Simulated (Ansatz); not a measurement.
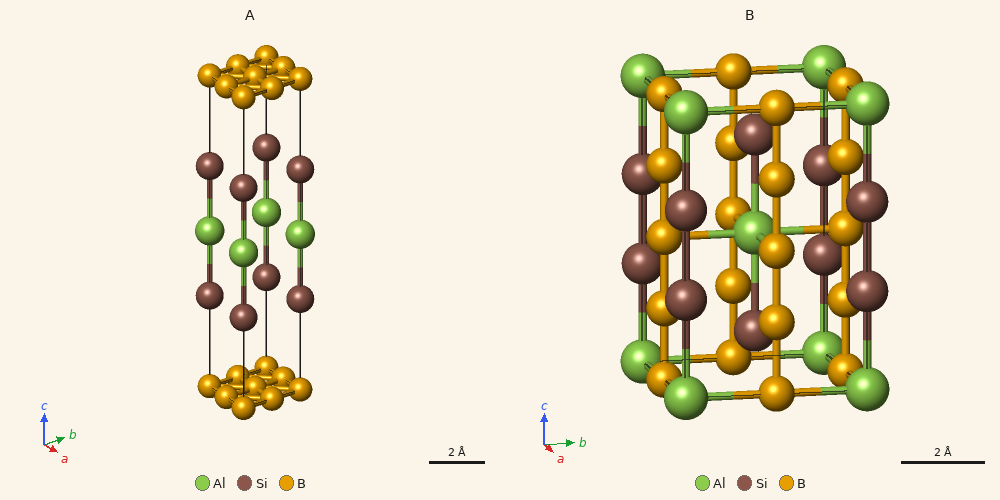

Two structures of AlSi2B4, each relaxed to rest (conventional cells in solid outline, small ones repeated, not to one scale). Method: DFT PBE, scalar-relativistic, plane waves, PAW in Ansatz 0.2.0, without spin polarisation.

**Which two forms are compared?**

A: 7 atoms a cell on a primitive hexagonal lattice, P6/mmm. B: 14 atoms a cell on a body-centred tetragonal lattice, I4/mmm.

**Which structure is more stable?**

B is lower, by 290 meV/atom at this level of theory (energies at zero smearing). Volumes: A 16.1, B 10.1 Å³/atom.

One or both may be structure types tried for this composition rather than known phases.
